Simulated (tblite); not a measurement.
## Geometry relaxation of C₄H₆FOSi (part 1 of 2)

C₄H₆FOSi, multiplicity 2, computed with GFN2-xTB geometry optimisation, gas phase (tblite 0.8.0).

It belongs to a series of runs on one base structure; here: H added to sp2 C.

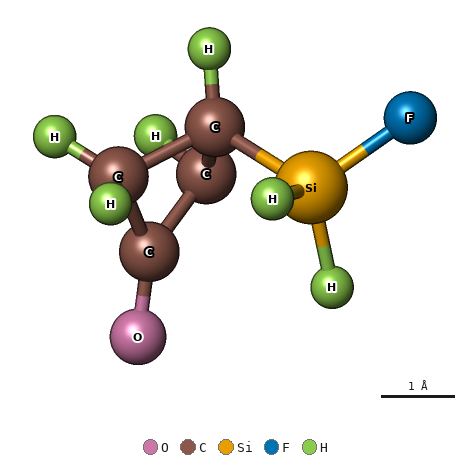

*The starting structure (ball-and-stick view, seen at a tilt).*

Key numbers:

```json
{"quantity": "outcome", "value": "converged"}
{"quantity": "total energy", "value": "−602.0578 eV"}
{"quantity": "hardware", "value": "1 CPU thread, shared host"}
{"quantity": "wall time", "value": "2.1 s"}
{"quantity": "peak memory", "value": "0.18 GiB"}
```

Input:
```
{"job": {"kind": "relax", "xc": "GFN2-xTB", "basis": "xTB"}, "charge": 0, "multiplicity": 2}
O     -1.376000    -1.915600    -0.918000
C     -1.117600    -0.820000    -0.502700
C     -0.808800     0.481100    -1.135800
C      0.040000     0.790100     0.060600
Si     1.696500    -0.064900    -0.066400
F      2.815400     1.072200    -0.574300
C     -0.910800    -0.132600     0.813800
H     -1.780600     1.060000    -1.189600
H      0.031100     1.793000     0.463400
H      2.002000    -0.625900     1.260100
H      1.656500    -1.222200    -0.997500
H     -1.822500     0.349100     1.168300
H     -0.429700    -0.764000     1.600400
```

The first line tells a small driver script what to run in tblite; the rest is the geometry in Å.

Launch command:
```bash
OMP_NUM_THREADS=1 python <driver script> task.json out
```

Output:
```
step      E/eV     max force
  0    -600.84765    2.076
  1    -601.04950    1.438
  2    -601.11736    2.238
  3    -601.19146    1.014
  4    -601.25066    0.864
  5    -601.31498    1.147
  6    -601.36582    0.913
  7    -601.42435    0.755
  8    -601.47618    0.748
  9    -601.51588    0.621
 10    -601.55507    0.681
 11    -601.60150    0.605
 12    -601.64780    0.867
 13    -601.68291    0.855
 14    -601.70121    1.057
 15    -601.74006    0.470
 16    -601.77266    0.543
 17    -601.81366    0.743
 18    -601.85406    0.978
 19    -601.88330    0.745
 20    -601.90647    0.415
 21    -601.92135    0.450
 22    -601.94238    0.423
 23    -601.95455    0.324
 24    -601.96377    0.239
 25    -601.96985    0.403
 26    -601.97543    0.325
 27    -601.98119    0.260
 28    -601.98584    0.180
 29    -601.99123    0.176
 30    -601.99721    0.264
 31    -602.00344    0.275
 32    -602.00945    0.350
 33    -602.01373    0.234
 34    -602.01735    0.188
 35    -602.02029    0.162
 36    -602.02429    0.170
 37    -602.02778    0.186
 38    -602.03257    0.209
 39    -602.03639    0.146
 40    -602.03877    0.096
 41    -602.03984    0.084
 42    -602.04078    0.075
 43    -602.04182    0.086
 44    -602.04281    0.080
 45    -602.04357    0.063
 46    -602.04408    0.056
 47    -602.04447    0.053
 48    -602.04488    0.051
 49    -602.04542    0.071
 50    -602.04606    0.077
 51    -602.04661    0.066
 52    -602.04697    0.070
 53    -602.04725    0.059
 54    -602.04751    0.046
 55    -602.04779    0.049
 56    -602.04812    0.049
 57    -602.04850    0.044
 58    -602.04886    0.047
 59    -602.04913    0.049
 60    -602.04936    0.048
 61    -602.04963    0.048
 62    -602.04999    0.040
 63    -602.05039    0.045
 64    -602.05072    0.045
 65    -602.05091    0.052
 66    -602.05104    0.032
 67    -602.05117    0.037
 68    -602.05130    0.024
 69    -602.05140    0.022
 70    -602.05147    0.029
 71    -602.05152    0.029
 72    -602.05161    0.026
 73    -602.05172    0.027
 74    -602.05181    0.020
 75    -602.05187    0.022
 76    -602.05192    0.022
 77    -602.05201    0.025
 78    -602.05220    0.042
 79    -602.05254    0.056
 80    -602.05298    0.064
 81    -602.05334    0.056
 82    -602.05357    0.043
 83    -602.05378    0.039
 84    -602.05415    0.047
 85    -602.05480    0.069
 86    -602.05557    0.071
 87    -602.05613    0.038
 88    -602.05631    0.094
 89    -602.05659    0.041
 90    -602.05673    0.028
 91    -602.05700    0.025
 92    -602.05712    0.025
 93    -602.05738    0.024
 94    -602.05753    0.034
 95    -602.05761    0.020
 96    -602.05768    0.035
 97    -602.05776    0.020
 98    -602.05780    0.015
 99    -602.05781    0.010
100    -602.05782    0.008
```

Trajectory as extended XYZ (Å, eV, eV/Å), 37 of the 101 frames kept, from step=0 to step=100:
```
13
Properties=species:S:1:pos:R:3:forces:R:3 step=0 energy=-600.84765
O    -1.3760   -1.9156   -0.9180    0.1190   0.0830   0.6400
C    -1.1176   -0.8200   -0.5027   -1.0630  -0.3590  -1.7470
C    -0.8088    0.4811   -1.1358   -1.6890   0.1810   0.4790
C     0.0400    0.7901    0.0606   -0.2400   1.0240   0.5550
Si    1.6965   -0.0649   -0.0664    1.4610  -0.0240  -0.5380
F     2.8154    1.0722   -0.5743   -1.0370  -1.1530   0.5240
C    -0.9108   -0.1326    0.8138    0.8620  -1.2370   1.1570
H    -1.7806    1.0600   -1.1896    1.3560  -0.2470  -0.6850
H     0.0311    1.7930    0.4634    0.2180   0.5240  -0.2090
H     2.0020   -0.6259    1.2601    0.2440   0.3440  -0.1240
H     1.6565   -1.2222   -0.9975    0.1470   0.6620   0.1600
H    -1.8225    0.3491    1.1683    0.2170  -0.1240   0.0400
H    -0.4297   -0.7640    1.6004   -0.5940   0.3280  -0.2520
13
Properties=species:S:1:pos:R:3:forces:R:3 step=3 energy=-601.19146
O    -1.3780   -1.9360   -0.8999   -0.1340  -0.1510   0.0200
C    -1.1609   -0.8142   -0.5528   -0.2650  -0.2030   0.3390
C    -0.8590    0.4820   -1.1005    0.1780  -0.0430   0.1760
C     0.0303    0.8064    0.0779    0.0840   0.0270   0.1400
Si    1.7322   -0.0708   -0.0785   -0.6920  -0.1870   0.3420
F     2.7819    1.0296   -0.5555    0.2830   0.1200  -0.0660
C    -0.8887   -0.1643    0.8318   -0.0310  -0.0970  -0.1150
H    -1.7381    1.0688   -1.2335   -0.1140   0.6530  -0.7670
H     0.0408    1.8292    0.4558    0.0690   0.0490  -0.1920
H     2.0178   -0.6060    1.2527    0.2880   0.2440   0.0000
H     1.6657   -1.1909   -0.9947    0.1300   0.1410  -0.2280
H    -1.8024    0.3345    1.1706    0.2140  -0.2290   0.1060
H    -0.4460   -0.7679    1.6087   -0.0100  -0.3250   0.2450
13
Properties=species:S:1:pos:R:3:forces:R:3 step=6 energy=-601.36582
O    -1.4021   -1.9636   -0.8824   -0.3120   0.0270  -0.1170
C    -1.2189   -0.8311   -0.5410    0.4880   0.6260   0.4520
C    -0.8933    0.4841   -1.0554   -0.4590   0.0540  -0.3300
C     0.0178    0.8106    0.1009   -0.4090  -0.0600  -0.2380
Si    1.6879   -0.0823   -0.0550    0.3170   0.2720  -0.2050
F     2.7815    0.9996   -0.5435   -0.0710  -0.0880   0.0640
C    -0.8747   -0.2023    0.8394    0.0010  -0.2010   0.5130
H    -1.6976    1.1538   -1.3740    0.6550  -0.1830  -0.2630
H     0.0560    1.8626    0.4270   -0.1000  -0.4440  -0.0110
H     2.0730   -0.5586    1.2560    0.1750   0.0610   0.2290
H     1.6896   -1.1488   -1.0271   -0.0110  -0.0190  -0.1770
H    -1.7651    0.2936    1.1927   -0.3200   0.0290   0.3120
H    -0.4584   -0.8172    1.6447    0.0490  -0.0750  -0.2300
13
Properties=species:S:1:pos:R:3:forces:R:3 step=8 energy=-601.47618
O    -1.4392   -1.9571   -0.8725   -0.1160   0.7230   0.1520
C    -1.2313   -0.8235   -0.5017   -0.1470  -0.1200  -0.2160
C    -0.9401    0.4893   -1.0443    0.0680  -0.0870   0.0580
C    -0.0195    0.8033    0.0977   -0.0930  -0.2130  -0.1450
Si    1.6718   -0.0767   -0.0490    0.3670  -0.1220  -0.1310
F     2.7828    0.9791   -0.5332    0.0360   0.1660  -0.0220
C    -0.8710   -0.2340    0.8737   -0.2010   0.2660   0.0730
H    -1.6257    1.2038   -1.4969    0.4510  -0.4170  -0.1390
H     0.0577    1.8530    0.4068   -0.1960  -0.2890   0.1500
H     2.1247   -0.5184    1.2725   -0.0710   0.1200  -0.1110
H     1.7056   -1.1195   -1.0631   -0.0800   0.0930   0.0740
H    -1.7613    0.2643    1.2339   -0.2420  -0.0450   0.3580
H    -0.4587   -0.8632    1.6583    0.2230  -0.0750  -0.1010
13
Properties=species:S:1:pos:R:3:forces:R:3 step=11 energy=-601.60150
O    -1.5099   -1.9017   -0.8579   -0.3110  -0.4710  -0.1140
C    -1.2704   -0.7913   -0.4692   -0.5580   0.0720  -0.0150
C    -0.9711    0.4861   -1.0320    0.4600   0.0650   0.0620
C    -0.0542    0.7682    0.0916    0.4050   0.0110   0.4490
Si    1.6935   -0.0776   -0.0564   -0.1220   0.1130   0.0590
F     2.7946    0.9894   -0.5288    0.0480   0.2550  -0.0870
C    -0.8927   -0.2392    0.9208   -0.0610  -0.0790  -0.2220
H    -1.4845    1.1954   -1.6555    0.1220  -0.2820  -0.1950
H     0.0312    1.8014    0.4089   -0.0180   0.2140   0.2270
H     2.1680   -0.4595    1.2751   -0.1260   0.0330  -0.1390
H     1.7106   -1.0826   -1.0961   -0.0400  -0.0740   0.0070
H    -1.7896    0.2269    1.3331    0.2160  -0.0560   0.1680
H    -0.4299   -0.9150    1.6487   -0.0140   0.1990  -0.2010
13
Properties=species:S:1:pos:R:3:forces:R:3 step=14 energy=-601.70121
O    -1.6476   -1.8655   -0.8480   -0.5460  -0.0810  -0.0650
C    -1.3943   -0.7533   -0.4526    0.5570   0.0680   0.1900
C    -0.9429    0.4843   -1.0100   -0.1980   0.1330  -0.7870
C    -0.0491    0.7283    0.1407   -0.3670   0.3480  -0.0250
Si    1.7237   -0.0599   -0.0701   -0.2380   0.3990  -0.0820
F     2.8078    1.0424   -0.5363   -0.2160   0.0190  -0.0480
C    -0.9339   -0.2518    0.9473    0.0600  -0.3060  -0.0470
H    -1.2746    1.1125   -1.8594    0.4290  -0.6010   0.7560
H    -0.0070    1.7657    0.4573    0.1970   0.2030   0.2210
H     2.1951   -0.3863    1.2567    0.0530  -0.1450   0.1670
H     1.7063   -1.0477   -1.1260    0.0330  -0.0630   0.0230
H    -1.7932    0.1774    1.4826    0.5040   0.0910  -0.1950
H    -0.3948   -0.9455    1.5999   -0.2690  -0.0640  -0.1080
13
Properties=species:S:1:pos:R:3:forces:R:3 step=17 energy=-601.81366
O    -1.7289   -1.8625   -0.8516   -0.1570   0.6880   0.2330
C    -1.3783   -0.7640   -0.4531    0.0410  -0.5810  -0.3240
C    -0.9028    0.4572   -1.0279    0.0650  -0.1530   0.2650
C    -0.0652    0.7561    0.1552   -0.0070  -0.0130  -0.2400
Si    1.7032   -0.0203   -0.0770    0.0110  -0.2040   0.1320
F     2.7885    1.0710   -0.5497   -0.1690   0.0840  -0.0600
C    -0.9307   -0.2696    0.9273    0.2020   0.2420   0.0820
H    -1.2301    1.0573   -1.8490    0.0890   0.0560  -0.2110
H     0.0028    1.7895    0.5019   -0.0920  -0.0420   0.0180
H     2.1862   -0.3968    1.2571   -0.0660   0.0310  -0.2020
H     1.7033   -1.0539   -1.1149    0.0090   0.2400   0.2400
H    -1.7434    0.1880    1.4855   -0.0500   0.0700  -0.1060
H    -0.4091   -0.9514    1.5784    0.1250  -0.4170   0.1720
13
Properties=species:S:1:pos:R:3:forces:R:3 step=19 energy=-601.88330
O    -1.9028   -1.8059   -0.8387    0.1020   0.7010   0.2310
C    -1.4134   -0.7575   -0.4453   -0.2170  -0.2950  -0.0900
C    -0.8708    0.4294   -1.0350   -0.0770   0.1830  -0.0510
C    -0.0909    0.7572    0.1728    0.3220  -0.1240  -0.1360
Si    1.7013    0.0185   -0.0832   -0.0480  -0.1860   0.1810
F     2.7638    1.1260   -0.5676   -0.1810   0.0770  -0.0610
C    -0.9355   -0.2859    0.9420    0.1640   0.0390   0.0500
H    -1.0411    0.9580   -1.9679    0.1160  -0.2160   0.2990
H    -0.0163    1.7790    0.5651   -0.1840  -0.1500  -0.2300
H     2.1999   -0.3579    1.2405   -0.0350   0.0310  -0.1350
H     1.7019   -1.0191   -1.1123    0.0320   0.2010   0.1790
H    -1.7046    0.1703    1.5694   -0.0300  -0.0960  -0.2860
H    -0.3960   -1.0115    1.5425    0.0370  -0.1650   0.0490
13
Properties=species:S:1:pos:R:3:forces:R:3 step=22 energy=-601.94238
O    -2.0431   -1.7144   -0.8168   -0.1630  -0.1250  -0.0360
C    -1.4346   -0.7409   -0.4316   -0.0570   0.3920   0.1480
C    -0.8450    0.4147   -1.0357    0.0200  -0.0070   0.0170
C    -0.0735    0.7429    0.1720   -0.0460  -0.1060   0.2050
Si    1.6982    0.0411   -0.0715    0.1520   0.1510  -0.0470
F     2.7121    1.1778   -0.5901   -0.1290   0.0610  -0.0250
C    -0.9121   -0.3006    0.9507   -0.0110  -0.1720  -0.0930
H    -0.8968    0.8596   -2.0154   -0.0110  -0.0060   0.1030
H    -0.0529    1.7535    0.5828   -0.0210   0.0550  -0.2340
H     2.2034   -0.3368    1.2220    0.1640  -0.0620   0.3070
H     1.7037   -0.9792   -1.0865    0.0610  -0.1660  -0.1560
H    -1.6788    0.1528    1.5841    0.0710  -0.1250  -0.1730
H    -0.3848   -1.0699    1.5182   -0.0300   0.1100  -0.0160
13
Properties=species:S:1:pos:R:3:forces:R:3 step=25 energy=-601.96985
O    -2.1323   -1.6566   -0.8014    0.0030   0.2030   0.0490
C    -1.4664   -0.7115   -0.4175   -0.1480  -0.2980  -0.2270
C    -0.8274    0.4091   -1.0293   -0.0410  -0.0510  -0.0960
C    -0.0619    0.7224    0.1882   -0.0470   0.0630  -0.1250
Si    1.7137    0.0551   -0.0629    0.1270  -0.1510   0.0600
F     2.6716    1.2191   -0.6076    0.0040   0.1380  -0.0390
C    -0.9010   -0.3236    0.9474   -0.0960   0.0600   0.0340
H    -0.8197    0.8078   -2.0319   -0.0280   0.0320   0.1760
H    -0.0779    1.7443    0.5626    0.0800   0.0770  -0.0300
H     2.2239   -0.3280    1.2398    0.1200   0.0210   0.0650
H     1.7134   -0.9698   -1.0861    0.0980  -0.0480  -0.0130
H    -1.6616    0.1271    1.5751   -0.0910   0.0030   0.1460
H    -0.3789   -1.0948    1.5058    0.0190  -0.0500   0.0010
13
Properties=species:S:1:pos:R:3:forces:R:3 step=28 energy=-601.98584
O    -2.1865   -1.6302   -0.7985   -0.0750   0.0580  -0.0240
C    -1.4892   -0.7087   -0.4232    0.0420  -0.0840   0.0630
C    -0.8261    0.3986   -1.0323    0.0340  -0.0540   0.0230
C    -0.0641    0.7161    0.1835    0.1000  -0.0890   0.0040
Si    1.7380    0.0489   -0.0537   -0.0830   0.0640   0.0080
F     2.6507    1.2513   -0.6178   -0.0950  -0.0850   0.0700
C    -0.9094   -0.3298    0.9493   -0.0340   0.0410  -0.0580
H    -0.7864    0.7948   -2.0299   -0.0790   0.0570  -0.0070
H    -0.0770    1.7477    0.5453    0.0850  -0.0920  -0.0460
H     2.2541   -0.3194    1.2597    0.0640   0.0720  -0.1130
H     1.7336   -0.9731   -1.0902    0.1270   0.0540   0.1160
H    -1.6659    0.1133    1.5925    0.0050  -0.0150   0.0640
H    -0.3763   -1.1090    1.4975   -0.0910   0.0730  -0.0990
13
Properties=species:S:1:pos:R:3:forces:R:3 step=31 energy=-602.00344
O    -2.2910   -1.5711   -0.7926    0.0630   0.0210   0.0590
C    -1.5154   -0.7122   -0.4215   -0.0820   0.2590  -0.0410
C    -0.8155    0.3730   -1.0367    0.1350  -0.1100   0.0280
C    -0.0531    0.6925    0.1778   -0.1590  -0.0960   0.1010
Si    1.7522    0.0538   -0.0351   -0.0440   0.0330  -0.0280
F     2.5969    1.2890   -0.6238    0.0200   0.0000   0.0460
C    -0.9197   -0.3373    0.9455   -0.0470  -0.0380   0.0110
H    -0.7384    0.7732   -2.0288   -0.1450   0.0140  -0.1070
H    -0.0643    1.7336    0.5140    0.0470  -0.1180   0.0150
H     2.3081   -0.2933    1.2651    0.0340   0.0710  -0.0650
H     1.7862   -0.9630   -1.0703    0.1060  -0.0350   0.0630
H    -1.6622    0.0913    1.6197    0.0770   0.0280  -0.0750
H    -0.3881   -1.1290    1.4691   -0.0050  -0.0300  -0.0070
13
Properties=species:S:1:pos:R:3:forces:R:3 step=33 energy=-602.01373
O    -2.3519   -1.5313   -0.7864    0.1520   0.1180   0.0780
C    -1.5405   -0.7002   -0.4214   -0.1890   0.0770  -0.1140
C    -0.7985    0.3523   -1.0419    0.0060  -0.0710  -0.0540
C    -0.0526    0.6674    0.1823   -0.0480   0.0340  -0.0670
Si    1.7574    0.0588   -0.0253    0.0550  -0.0330  -0.0250
F     2.5659    1.3121   -0.6218    0.0470   0.0560   0.0180
C    -0.9347   -0.3430    0.9432    0.0000  -0.0530   0.0320
H    -0.7235    0.7614   -2.0332   -0.1190  -0.0350  -0.0260
H    -0.0499    1.7119    0.4937   -0.0150   0.0160   0.1190
H     2.3476   -0.2683    1.2614    0.0180   0.0580   0.0100
H     1.8318   -0.9606   -1.0520    0.0720  -0.0780   0.0130
H    -1.6579    0.0789    1.6374    0.0050   0.0990  -0.0520
H    -0.3977   -1.1387    1.4463    0.0170  -0.1890   0.0680
13
Properties=species:S:1:pos:R:3:forces:R:3 step=36 energy=-602.02429
O    -2.3741   -1.5125   -0.7818   -0.0520   0.0280  -0.0310
C    -1.5615   -0.6830   -0.4250    0.0340  -0.1490   0.0750
C    -0.7901    0.3390   -1.0510   -0.1230   0.0950   0.0510
C    -0.0544    0.6571    0.1778    0.1460  -0.0260  -0.0090
Si    1.7637    0.0581   -0.0239    0.0890   0.0280  -0.0310
F     2.5570    1.3270   -0.6158    0.0060  -0.0080   0.0200
C    -0.9409   -0.3509    0.9431    0.0620   0.0250  -0.0410
H    -0.7420    0.7580   -2.0381   -0.0520  -0.0080  -0.0580
H    -0.0405    1.7013    0.4968   -0.0560  -0.0320   0.0610
H     2.3715   -0.2474    1.2598   -0.0080   0.0490   0.0290
H     1.8684   -0.9715   -1.0387    0.0410  -0.0460   0.0110
H    -1.6542    0.0871    1.6382    0.0340   0.0380  -0.0240
H    -0.4073   -1.1617    1.4409   -0.1220   0.0050  -0.0520
13
Properties=species:S:1:pos:R:3:forces:R:3 step=39 energy=-602.03639
O    -2.4371   -1.4673   -0.7766   -0.0320   0.0070   0.0280
C    -1.5889   -0.6733   -0.4208    0.0630  -0.0500  -0.0440
C    -0.7975    0.3288   -1.0563   -0.0610   0.0910   0.0320
C    -0.0340    0.6312    0.1641   -0.0760  -0.0760   0.0780
Si    1.7912    0.0569   -0.0187    0.0560   0.0230  -0.0160
F     2.5307    1.3580   -0.6071    0.0710   0.0070  -0.0410
C    -0.9392   -0.3623    0.9361   -0.0380  -0.0010  -0.0250
H    -0.7753    0.7508   -2.0454   -0.0030  -0.0030   0.0190
H    -0.0330    1.6761    0.4972   -0.0040  -0.1370  -0.0210
H     2.4191   -0.2036    1.2655   -0.0390   0.0300   0.0400
H     1.9442   -0.9919   -1.0101    0.0060   0.0070   0.0130
H    -1.6413    0.1012    1.6303    0.1180  -0.0240  -0.0200
H    -0.4435   -1.2042    1.4241   -0.0610   0.1250  -0.0430
13
Properties=species:S:1:pos:R:3:forces:R:3 step=42 energy=-602.04078
O    -2.4493   -1.4611   -0.7753    0.0030   0.0050   0.0060
C    -1.5929   -0.6736   -0.4235   -0.0700   0.0110  -0.0240
C    -0.8058    0.3342   -1.0549   -0.0220  -0.0130  -0.0510
C    -0.0312    0.6179    0.1635    0.0100  -0.0100  -0.0650
Si    1.8035    0.0583   -0.0203   -0.0280   0.0280   0.0150
F     2.5362    1.3644   -0.6077    0.0470  -0.0230  -0.0380
C    -0.9428   -0.3644    0.9312   -0.0040  -0.0390  -0.0190
H    -0.7918    0.7528   -2.0465    0.0250   0.0160   0.0620
H    -0.0312    1.6576    0.5004    0.0230  -0.0050   0.0180
H     2.4250   -0.1883    1.2705   -0.0380   0.0280   0.0260
H     1.9642   -0.9992   -1.0019    0.0050   0.0290   0.0100
H    -1.6310    0.1071    1.6288    0.0110   0.0130   0.0160
H    -0.4573   -1.2051    1.4180    0.0400  -0.0400   0.0440
13
Properties=species:S:1:pos:R:3:forces:R:3 step=44 energy=-602.04281
O    -2.4618   -1.4566   -0.7725    0.0050   0.0190  -0.0290
C    -1.6010   -0.6715   -0.4268   -0.0610  -0.0010   0.0510
C    -0.8120    0.3363   -1.0571   -0.0130  -0.0550  -0.0100
C    -0.0326    0.6105    0.1596    0.0520   0.0080  -0.0510
Si    1.8065    0.0643   -0.0206    0.0000   0.0190   0.0040
F     2.5449    1.3665   -0.6139    0.0040  -0.0630  -0.0090
C    -0.9436   -0.3710    0.9280    0.0310  -0.0100  -0.0050
H    -0.7867    0.7511   -2.0492    0.0080   0.0230   0.0360
H    -0.0310    1.6461    0.5071    0.0130   0.0360   0.0050
H     2.4214   -0.1769    1.2758   -0.0430   0.0370   0.0000
H     1.9709   -0.9969   -0.9980    0.0080   0.0320   0.0130
H    -1.6202    0.1098    1.6309   -0.0230  -0.0120   0.0020
H    -0.4592   -1.2113    1.4191    0.0190  -0.0310  -0.0080
13
Properties=species:S:1:pos:R:3:forces:R:3 step=47 energy=-602.04447
O    -2.4870   -1.4405   -0.7708   -0.0370  -0.0080  -0.0080
C    -1.6169   -0.6672   -0.4246    0.0430   0.0100   0.0100
C    -0.8174    0.3300   -1.0597    0.0330  -0.0070   0.0370
C    -0.0289    0.5991    0.1520   -0.0180   0.0100   0.0400
Si    1.8121    0.0690   -0.0170    0.0090  -0.0220  -0.0070
F     2.5445    1.3680   -0.6200    0.0240  -0.0080  -0.0190
C    -0.9428   -0.3792    0.9251    0.0050   0.0170   0.0170
H    -0.7826    0.7519   -2.0472   -0.0270   0.0080  -0.0160
H    -0.0267    1.6346    0.5045   -0.0060   0.0110  -0.0200
H     2.4249   -0.1566    1.2818   -0.0360   0.0310   0.0230
H     1.9909   -0.9920   -0.9888    0.0090  -0.0120  -0.0110
H    -1.6118    0.1077    1.6324   -0.0010  -0.0240   0.0020
H    -0.4628   -1.2243    1.4146    0.0030  -0.0050  -0.0470
```
